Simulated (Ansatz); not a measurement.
# Ti: LAPW beside PAW, part 2 of 2

Aim: solve Ti at one geometry with all-electron LAPW, PAW on the default files and all-electron PAW on datasets made for the crystal, and see where they agree.

Ansatz 0.2.0; DFT LDA; a database cell (COD). «Crystal datasets» are all-electron PAW datasets made for this crystal. The steps go on from the part before.

**3. PAW on the default files**

This is Ti in the fcc structure; at room conditions it is hcp.

Input file input.yaml:

```yaml
crystal:
  lattice:
    - [0.0, 2.03, 2.03]
    - [2.03, 0.0, 2.03]
    - [2.03, 2.03, 0.0]
  atoms:
    - { symbol: Ti, position: [0.0, 0.0, 0.0] }
kpoints:
  mp_grid: { grid: [15, 15, 15] }
  band_path:
    path:
      - [0.0, 0.0, 0.0]
      - [0.5, 0.0, 0.5]
      - [0.625, 0.25, 0.625]
      - [0.375, 0.375, 0.75]
      - [0.0, 0.0, 0.0]
      - [0.5, 0.5, 0.5]
      - [0.5, 0.25, 0.75]
      - [0.5, 0.0, 0.5]
    npoints: 14
scf:
  occupations: { method: fermi_dirac, width: 0.05 }
hamiltonian:
  xc: lda
  pseudopotentials: { kind: paw }
output:
  forces: true
  stress: true
  eigenvalues: true
  efg: { contact_densities: true }
  populations: true
  bader: true
  dos: { projected: true, de: 0.2, e_range: [-14, 8] }
  write_density: true
  write_potential: true
  elf: true
  volumetric_format: npy
```

The run is started by

```bash
$ ansatz run input.yaml --threads 1 --pin off --max-ram 3072MiB --backend cpu --events-out ev --progress --plain --runs-dir out
```

Output:

```text
Engine: ansatz 0.2.0
Pseudopotentials: kind: paw
Pseudopotential: Ti, paw, valence charge 12, recommended cutoff 420 eV (normal)
Functional definition: SPW92
  exchange = slater_x
  correlation = pw_c
Crystal: 1 atoms, lattice volume = 16.731 Å³
Basis set: ecut = 420 eV, 331 PW (Γ)
Bands: 10, of which v1, the nominal top of the filled ones, is band 6 counted from 1 (5 counted from 0)
Symmetry: 48 space group operations
Space group: Fm-3m (ITA 225), of the structure as read, at distance tolerance 2.6e-5 Å
k-points: 120 of 3375
Non-local potential: Ti, projectors of the file, l = 0: 3, l = 1: 2, l = 2: 3, l = 3: 1
PAW form: soft (Blöchl's): semilocal exchange-correlation on the pseudo side does not see the compensation charge
PAW frozen core: Ti, regenerated for the run's functional, and the local potential with it (the file was generated under x = pbe(κ = 0.804, μ = 0.2195149727645171), c = pbe(β = 0.06672455060314922))
PAW one-centre angular grid: Ti, 590 points (default); XC on 64 Gauss nodes
Initial density: superposition of atomic densities (neutral atoms: chi_scale 0, normalization atom), corrected by the library's trained network
Initial wavefunctions: pseudopotential atomic-orbital guess
Functional: x = slater, c = lda
SCF iter   1: F=—  HF=-2450.245918 eV  |F-HF|=—  |Δ(HF+E_count)|=         —  Δρ=5.98e-3  dr2=2.17e-3  ethr=1.77e-3  ⟨swp⟩=4.5  Hψ=6391  notcnv=0
preconditioner: auto → none  [metal: Δε(μ)=0.012 eV  Ē_g=4.258 eV  σ=0.050 eV  W_gap=0.06  n_scr=0 (ndim 8)  ℏωp=18.2 eV  f_vac=0.000  D(μ)=1.75/eV (n_scr^D=14)]
SCF iter   2: F=—  HF=-2450.245601 eV  |F-HF|=—  |Δ(HF+E_count)|=   3.18e-4  Δρ=2.47e-3  dr2=4.07e-4  ethr=1.81e-5  ⟨swp⟩=2.8  Hψ=2993  notcnv=0
SCF iter   3: F=—  HF=-2450.245655 eV  |F-HF|=—  |Δ(HF+E_count)|=   5.41e-5  Δρ=1.10e-3  dr2=9.85e-5  ethr=3.39e-6  ⟨swp⟩=2.0  Hψ=1447  notcnv=0
SCF iter   4: F=—  HF=-2450.245639 eV  |F-HF|=—  |Δ(HF+E_count)|=   1.59e-5  Δρ=4.81e-5  dr2=9.93e-8  ethr=8.21e-7  ⟨swp⟩=2.9  Hψ=1936  notcnv=0
iter 5 did not close the SCF: its close was put off for the readings that it lacked (scf_convergence_deferred on its scf_iter line)
SCF iter   5: F=-2450.245639 eV  HF=-2450.245639 eV  |F-HF|=4.95e-9  |Δ(HF+E_count)|=   1.02e-8  Δρ=7.42e-6  dr2=7.12e-9  ethr=8.27e-10  ⟨swp⟩=2.0  Hψ=1924  notcnv=0
SCF iter   6: F=-2450.245639 eV  HF=-2450.245639 eV  |F-HF|=9.09e-12  |Δ(HF+E_count)|=   2.21e-9  Δρ=6.39e-7  dr2=1.27e-11  ethr=5.94e-11  ⟨swp⟩=4.1  Hψ=5191  notcnv=0
SCF 1 converged in 6 iterations: F = -2450.245639 eV  dr2 = 1.27e-11
NSCF: frozen V_eff on 99 k-points
SCF converged after 6 iterations
Free energy (F): -2450.245639 eV
Harris-Foulkes:  -2450.245639 eV  (|F-HF|=9.09e-12)
Internal energy: -2450.231379 eV  (E = F + TS)
E sigma→0 (E₀):  -2450.238509 eV
Entropy (-TS):   -0.014260 eV (-14.260 meV/atom)
Fermi energy:    13.555446 eV
--- Per-component energies (eV) ---
  E_band       = -150.525643
  E_kinetic    = 273.195681
  E_local      = -796.288132  (includes V_loc(G=0)·N_el)
  E_nonlocal   = 12.240437
  E_hartree    = 327.027523
  E_xc         = -96.775986
  E_vxc        = -121.790935  (∫ρ·V_xc dr)
  E_paw        = -999.152025  (= ΣΔE_a)
  E_vpaw       = -171.937833  (= ΣTr[D̂ρ^β])
  E_aug_tail   = 0.000091  (compensation charges beyond the density's cutoff)
  E_ewald      = -1170.804918
  E_core_change = 0.325950  (= ΣΔE_core)
  E_smearing   = -0.014260  (= −TS)
  E_closure    = 0.000000  (closes the sum)
  Σ components = -2450.245639   (vs F -2450.245639, Δ=0.00e0)
--- Forces (eV/Å), atoms counted from 1 ---
  atom   1  Ti    -0.00000000     0.00000000     0.00000000
  max |Σ_I F_I| component: 4.93e-32 eV/Å
--- Stress (GPa, compression-positive) ---
       -4.832642      -0.000000       0.000000
       -0.000000      -4.832642       0.000000
        0.000000      -0.000000      -4.832642
  P = ⅓ Tr σ = -4.8326 GPa (-48.326 kbar)
--- PAW observables at the nuclei: V_zz in 10²¹ V/m², potentials from the cell's mean, atoms counted from 1 ---
  atom   1  Ti V_zz =    +0.000000   η = 0.0000   by run symmetry: forbidden
            electrostatic potential = -2531.778133 V   contact ρ = 56426.350828 e/Å³
--- Band table (eV; the first three rows and the last of 120) ---
  k-point 0: bands = ["-42.4913", "-18.6106", "-18.6106", "-18.6106", "7.4614", "14.4197", "14.4197", "14.4197", "16.1152", "16.1152"]
  k-point 1: bands = ["-42.4848", "-18.6457", "-18.6150", "-18.6150", "7.6105", "14.3274", "14.4746", "14.4746", "16.0797", "16.0797"]
  k-point 2: bands = ["-42.4667", "-18.7442", "-18.6272", "-18.6272", "8.0417", "14.0871", "14.6057", "14.6057", "16.0142", "16.0142"]
  k-point 119: bands = ["-42.2927", "-19.1327", "-19.0973", "-18.8855", "11.9541", "12.9466", "13.3512", "15.7501", "17.5270", "22.0531"]
--- Löwdin populations: 1 site ---
  site symbol       q [e]
     0     Ti     11.8770
  spilling = 0.010247 (of n_electrons = 12.000000)
--- Bader charges: 1 site ---
  site symbol  charge [e]  shift [e]
     0     Ti      0.0000     0.0000
  estimated error of the sums over rays = 4.1e-5 e
```

Run time: 4.5 s. Hardware: 1 thread of Arm Neoverse V2, shared host; peak memory 0.32 GiB.

This run gives: pressure -4.83 GPa; no gap.

The fields are shown in the conventional cell of this run's space group, carried over from its grid by interpolation.

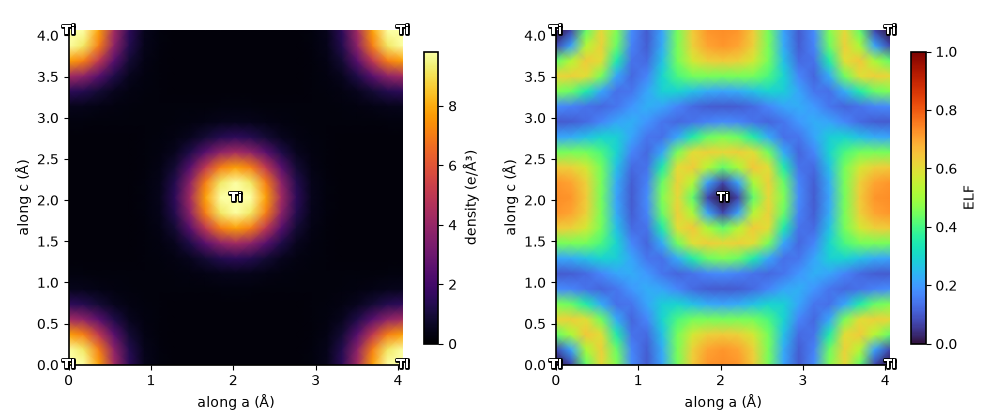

Density (left) and ELF (right) in a lattice plane of the grid's cell (edges 4.06 and 4.06 Å, at 0.000 of the third edge), which holds Ti. Only atoms in the plane are labelled. Both are smooth fields of the valence electrons: close to the nuclei they are not physical.

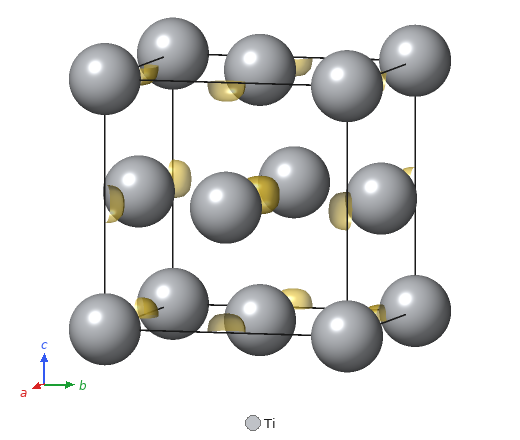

Surface of ELF = 0.67, drawn in one cell.

The highest ELF values outside the cores: 0.73 between the atoms, 2.0 Å from Ti.

**4. All-electron PAW on datasets made for the crystal**

input.yaml, as its differences from that of step 3:

```diff
@@ -19,3 +19,3 @@
       - [0.5, 0.0, 0.5]
-    npoints: 14
+    npoints: 8
 scf:
@@ -24,3 +24,3 @@
   xc: lda
-  pseudopotentials: { kind: paw }
+  pseudopotentials: { kind: all_electron, datasets: crystal }
 output:
@@ -30,8 +30 @@
   efg: { contact_densities: true }
-  populations: true
-  bader: true
-  dos: { projected: true, de: 0.2, e_range: [-14, 8] }
-  write_density: true
-  write_potential: true
-  elf: true
-  volumetric_format: npy
```

The run is started by

```bash
$ ansatz run input.yaml --threads 1 --pin off --max-ram 3072MiB --backend cpu --events-out ev --progress --plain --runs-dir out
```

Output:

```text
hamiltonian.pseudopotentials.datasets: crystal makes datasets for this crystal and solves the spheres of its atoms anew in each pass: cutoff 260.0 eV, the density's 1040.0 eV; for an error of 0.50 meV an atom under PBE, 0.5 meV for the cell; an energy difference from a run of another recipe may be off by several times the error for the cell, under r2SCAN by more, where some 0.1 meV an atom stays at smaller errors; Ti in spheres of 1.376 Å, 4 of its electrons in bands, 8 on its site; only band paths and densities of states list, in semicore columns, the levels of the semicore shells that are solved separately: 3s of Ti, 3p of Ti
band count auto-derived: 7 (N_el = 4.0; filled up to band 2; 6 by the electrons, moments and atoms)
[... 2 set-up lines as earlier in the session ...]
Pseudopotential: Ti, paw, valence charge 12, recommended cutoff 260 eV (normal), Koelling and Harmon's equation, gaussian nucleus
[... 3 set-up lines as earlier in the session ...]
Crystal: 1 atoms, lattice volume = 16.731 Å³
Basis set: ecut = 260 eV, 169 PW (Γ)
Bands: 7, of which v1, the nominal top of the filled ones, is band 2 counted from 1 (1 counted from 0)
[... 2 set-up lines as earlier in the session ...]
k-points: 120 of 3375
Non-local potential: Ti, projectors of the file, l = 0: 1, l = 1: 1, l = 2: 2
[... 1 set-up line as earlier in the session ...]
PAW one-centre angular grid: Ti, 590 points (default); XC on its mesh's 1951 points in the sphere
Initial density: superposition of atomic densities (neutral atoms: chi_scale 0, normalization atom)
[... 2 set-up lines as earlier in the session ...]
iter 1 solved again at ethr=1.70e-2 eV; its pass at ethr=1.00e-1 eV (dr2=6.80e-1 eV) is discarded
SCF iter   1: F=—  HF=-23184.314159 eV  |F-HF|=—  |Δ(HF+E_count)|=         —  Δρ=6.54e-2  dr2=6.77e-1  ethr=1.70e-2  ⟨swp⟩=2.1  Hψ=5218  notcnv=0
preconditioner: auto → none  [metal: Δε(μ)=0.030 eV  Ē_g=6.229 eV  σ=0.050 eV  W_gap=0.15  n_scr=0 (ndim 8)  ℏωp=18.2 eV  f_vac=0.000  D(μ)=1.42/eV (n_scr^D=14)]
iter 2 solved again at ethr=3.22e-4 eV; its pass at ethr=1.69e-2 eV (dr2=1.29e-2 eV) is discarded
SCF iter   2: F=—  HF=-23184.041265 eV  |F-HF|=—  |Δ(HF+E_count)|=   2.73e-1  Δρ=1.12e-2  dr2=1.37e-2  ethr=3.22e-4  ⟨swp⟩=2.8  Hψ=4460  notcnv=0  defer=14
SCF iter   3: F=—  HF=-23184.017898 eV  |F-HF|=—  |Δ(HF+E_count)|=   2.34e-2  Δρ=4.35e-3  dr2=1.12e-3  ethr=3.22e-4  ⟨swp⟩=3.1  Hψ=2035  notcnv=0  defer=5
SCF iter   4: F=—  HF=-23184.008806 eV  |F-HF|=—  |Δ(HF+E_count)|=   9.09e-3  Δρ=3.74e-4  dr2=5.31e-6  ethr=2.79e-5  ⟨swp⟩=2.8  Hψ=1315  notcnv=0  defer=9
SCF iter   5: F=—  HF=-23184.009025 eV  |F-HF|=—  |Δ(HF+E_count)|=   2.19e-4  Δρ=1.15e-4  dr2=5.23e-7  ethr=1.33e-7  ⟨swp⟩=3.1  Hψ=2299  notcnv=0  defer=4
SCF iter   6: F=-23184.009026 eV  HF=-23184.009026 eV  |F-HF|=1.83e-8  |Δ(HF+E_count)|=   5.97e-7  Δρ=2.14e-5  dr2=2.11e-8  ethr=1.31e-8  ⟨swp⟩=2.1  Hψ=1143  notcnv=0  defer=6
SCF 1 converged in 6 iterations: F = -23184.009026 eV  dr2 = 2.11e-8
  Residual-converged pass: ⟨swp⟩=4.6  Hψ=1627  notcnv=0  max |occ|·‖R‖ = 3.7e-6 eV (tolerance 3.7e-6 eV)  dr2=2.25e-8  dr2_onsite=1.35e-8  max |Δocc| = 1.4e-9
NSCF: frozen V_eff on 57 k-points
SCF converged after 6 iterations
Free energy (F): -23184.009026 eV
Harris-Foulkes:  -23184.009026 eV  (|F-HF|=1.83e-8)
Internal energy: -23183.994768 eV  (E = F + TS)
E sigma→0 (E₀):  -23184.001897 eV
Entropy (-TS):   -0.014258 eV (-14.258 meV/atom)
Past the cutoff: the bands carry plane waves up to 1.75 times it, of which those up to 1.5 times it add -0.000199 eV an atom, each by itself; the spheres take 0.000105 eV an atom off the energy for waves past 1.75 times it
By the cutoff:   a pressure is off by up to 0.006 GPa (1.2 times the spheres' own share and the shells' term, over an atom's volume, and 0.004 GPa: a bound that held against runs at twice the plane waves)
Past the cutoffs: a stress includes 0.0021 GPa for waves and charges beyond them, in addition to the slope of what the spheres take
In the spheres:  the bands' charges fall short by 6.7e-9 e at most (sound up to 1e-3), those of shells solved beside the bands by 1.4e-6 e (sound up to 5e-4)
Fermi energy:    13.989240 eV
--- Per-component energies (eV) ---
  The terms above E_closure are by the made datasets' own strengths, without shells solved beside the bands.
--- Forces (eV/Å), atoms counted from 1 ---
  atom   1  Ti    -0.00000000     0.00000000    -0.00000000
  max |Σ_I F_I| component: 3.29e-32 eV/Å
--- Stress (GPa, compression-positive) ---
       -4.820437       0.000000       0.000000
       -0.000000      -4.820437      -0.000000
        0.000000      -0.000000      -4.820437
  P = ⅓ Tr σ = -4.8204 GPa (-48.204 kbar)
  It holds what live shells' own plane waves past their cutoff add
--- PAW observables at the nuclei: V_zz in 10²¹ V/m², potentials from the cell's mean, atoms counted from 1 ---
  atom   1  Ti V_zz =    +0.000000   η = 0.0000   by run symmetry: forbidden
            electrostatic potential = -2528.731860 V   contact ρ = 56472.906886 e/Å³
--- Band table (eV; the first three rows and the last of 120) ---
  k-point 0: bands = ["7.8955", "14.8541", "14.8541", "14.8541", "16.5508"]
  k-point 1: bands = ["8.0445", "14.7616", "14.9089", "14.9089", "16.5152"]
  k-point 2: bands = ["8.4757", "14.5210", "15.0400", "15.0400", "16.4495"]
  k-point 119: bands = ["12.3866", "13.3800", "13.7850", "16.1849", "17.9630"]
```

Run time: 5.3 s. Hardware: 1 thread of Arm Neoverse V2, shared host; peak memory 0.31 GiB.

This run gives: pressure -4.82 GPa; no gap.

```csv
atom,contact density (e/Å³)
Ti,56472.91
```

**5. Side by side**

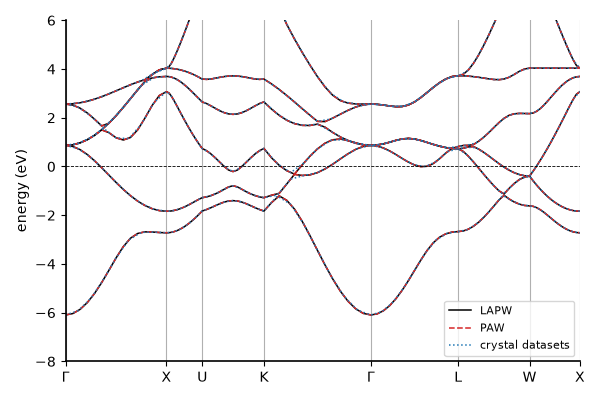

The leg U–K joins two equivalent points. Bands of 3 runs (LAPW; PAW; crystal datasets) drawn together, counted from each run's Fermi level.

```
          method  pressure (GPa)  SCF cycles, all passes
            LAPW           -4.82                       6
             PAW           -4.83                       6
crystal datasets           -4.82                       6
```

**6. Summary of results**

What follows sums up all 2 parts.

| quantity | value |
| --- | --- |
| pressure | LAPW -4.82, PAW -4.83, crystal datasets -4.82 GPa |
| gap (LAPW) | none |
| highest ELF (PAW) | 0.73, 2.03 Å from Ti |

**Reading.** The pressure of -4.8 GPa pushes the cell to shrink, with the atoms held in place. Bands cross the Fermi level: the crystal is a metal at this level. Ti 3d carries the largest share, 93 %, of the projected states within 0.3 eV of the Fermi level. The projection holds only the free atom's occupied shells (Ti 4s, Ti 3d in this range). PAW lies less than 0.01 GPa from LAPW in pressure. LAPW took about 1.8 times as long as PAW (8.1 s against 4.5 s, on a shared host and with the outputs that each input asks for).
